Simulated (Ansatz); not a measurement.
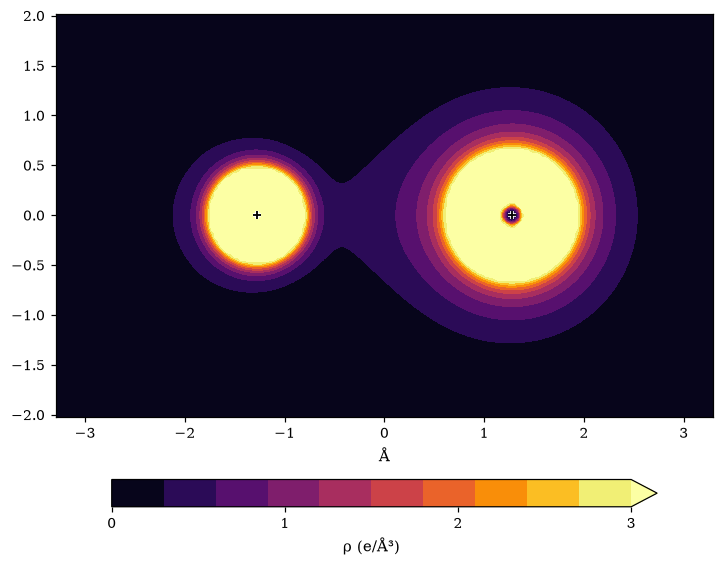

The electron density on a plane through atoms (crosses mark nuclei in the plane).

Level of theory: RKS PBE0-D4/def2-TZVPP in Ansatz.

Candidates:
A. AlI (SMILES [Al][I])
B. CH₂S (SMILES C=S)
C. CO₂ (SMILES O=C=O)

Question: Which system is this?

Answer: Candidate A: AlI on a plane that holds the molecular axis, which holds Al and I. Al–I (2.55 Å): ρ is about 0.5 e/Å³ halfway.
